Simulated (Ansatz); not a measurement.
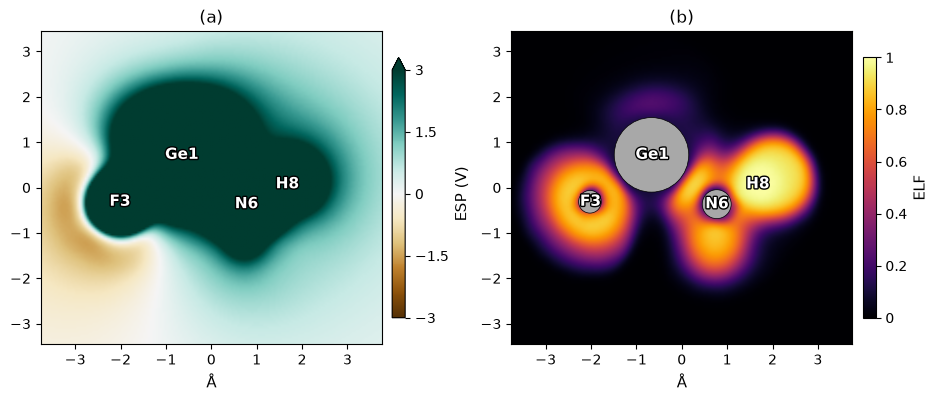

Figure. F2GeH3N···HCl. (a) electrostatic potential; (b) electron localisation function on the plane of atoms F3, Ge1 and N6. Grey discs cover the atomic cores in the ELF map.

The calculation used Ansatz, RHF/def2-SVP.

```xyz
9

Ge   -0.5506   -0.0503   -0.5211
Cl   -0.2435    1.0088    3.5867
F     0.5739   -1.3082   -0.2714
H     0.1205    1.3000   -0.5557
F    -1.1925   -0.3753   -2.0762
N    -1.7996   -0.2549    0.7623
H    -2.1176   -1.1975    0.9104
H    -2.5897    0.3655    0.7297
H    -0.8951    0.4057    2.6638
```

Q: Read the bonding off the picture.

A:
- The section cuts through Ge, F, N and H sites.
- Ge–F (1.71 Å): the ELF peaks at about 0.80 in the valence shell of F, 0.5 Å from its nucleus, and is about 0.20 at the midpoint.
- Ge–N (1.80 Å): the ELF peaks at about 0.90 in the valence shell of N, 0.7 Å from its nucleus, and is about 0.50 at the midpoint.
- N–H (1.01 Å): the ELF climbs to about 1 towards the hydrogen, as it does in any bond to H; an ordinary covalent bond to hydrogen.
- The ELF also peaks beside F3, away from the bonds: lone-pair regions.
- Outside the dense part of the complex the potential is most negative (−1.5 V) near F3.
